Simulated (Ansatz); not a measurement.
The starting structures come from a database of crystals and need not be the phases stable at ambient conditions.

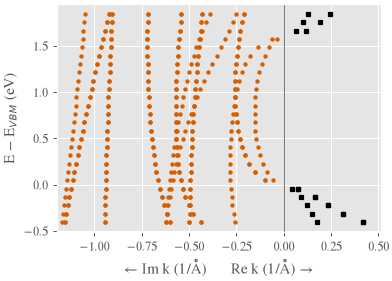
*Complex bands at the centre of the two-dimensional zone; PBEsol (Ansatz, a program for electronic structure)*

No gap correction and no spin-orbit coupling; mid-gap values are interpolated between computed energies.

This is CsNbN$_{2}$ (Fd-3m, not sure to be the ambient phase, 8 atoms a cell, 22.5 Å³ an atom, -3 GPa at this level) along the normal of (001). Read off the slowest decay at the centre of the two-dimensional zone at 0.77 eV, the computed energy nearest the middle of the gap.

κ ≈ 0.15 1/Å, a decay length 1/(2κ) of the density of 3.3 Å.
